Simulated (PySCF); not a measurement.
# C2HF2Ga (SMILES C#[C][Ga]([F])[F]): what the fields show

The calculation's input:

```
{"job": {"kind": "uv", "xc": "CAM-B3LYP", "basis": "def2-SVPD", "nstates": 8, "ntriplets": 3}, "charge": 0, "multiplicity": 1}
C     -1.851287     0.212634     0.462449
C     -0.676480     0.078289     0.248123
Ga     1.216623    -0.138854    -0.096241
F      2.165801    -1.299126     0.780692
F      2.031665     0.818153    -1.294096
H     -2.883199     0.330895     0.650509
```

Launched as:

```sh
OMP_NUM_THREADS=1 python probes_run.py task.json out
```

Geometry: GFN2-xTB.

The calculation used PySCF, CAM-B3LYP/def2-SVPD, SCF density, gas phase.

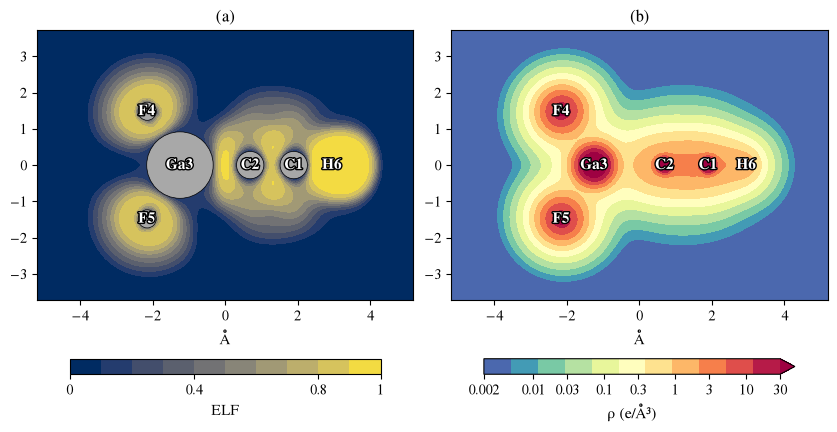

Figure 1. (a) electron localisation function; (b) electron density on the molecular plane. Grey discs cover the atomic cores in the ELF map.

Q: What do the fields say about this system?

A: Atoms in the plane: C, Ga, F and H. C–C (1.20 Å): the density is about 2.8 e/Å³ at the midpoint; the ELF peaks at about 0.85 between the atoms (a multiple bond). Ga–F (1.74 Å): ρ is about 0.87 e/Å³ halfway; the ELF peaks at about 0.80 in the valence shell of F, 0.5 Å from its nucleus, and is about 0.15 at the midpoint. C–Ga (1.94 Å): ρ at the midpoint is about 0.8 e/Å³; the ELF peaks at about 0.95 in the valence shell of C, 0.7 Å from its nucleus, and is about 0.55 at the midpoint. C–H (1.06 Å): the density is about 2.1 e/Å³ at the midpoint; the ELF climbs to about 1 towards the hydrogen, as it does in any bond to H; a covalent bond by its length. The ELF also peaks beside F5 and F4, away from the bonds: lone-pair regions.

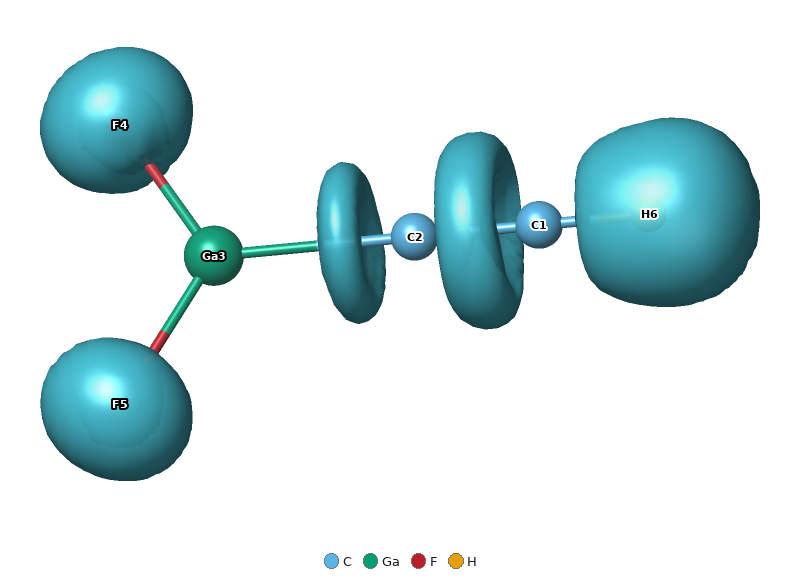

Figure 2. Isosurface of the electron localisation function at 0.8 (cyan), seen at an oblique angle. Only the valence region is drawn (cores and ρ < 0.01 e/Å³ removed).

Q: Where are the electrons localised?

A: At this value the surface marks out one region between bonded C–C atoms (shared pairs), one region around a hydrogen nucleus, one lobe of the valence shell of C pointing towards Ga (polar bonds) and two regions wrapped around F (the valence shell of each).

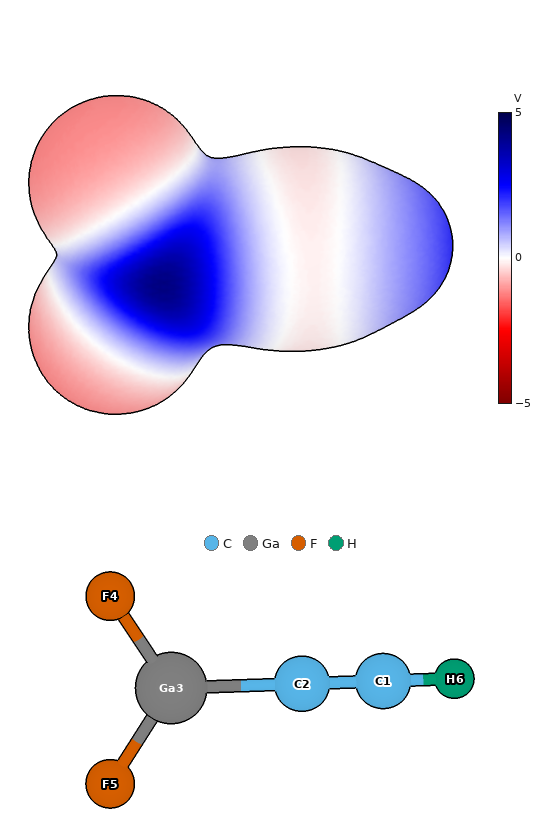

Figure 3. The molecular electrostatic potential painted on the density surface at 0.002 e/bohr³, seen at a tilt; red is negative and blue positive. The bare structure is drawn below in the same view.

Q: Which sites attract a positive test charge, and which a negative one?

A: A positive charge is drawn to the negative regions and a negative charge to the positive ones. The most negative region (about −1.2 V) lies over F4 and F5, the most positive (about +4.2 V) over Ga3.
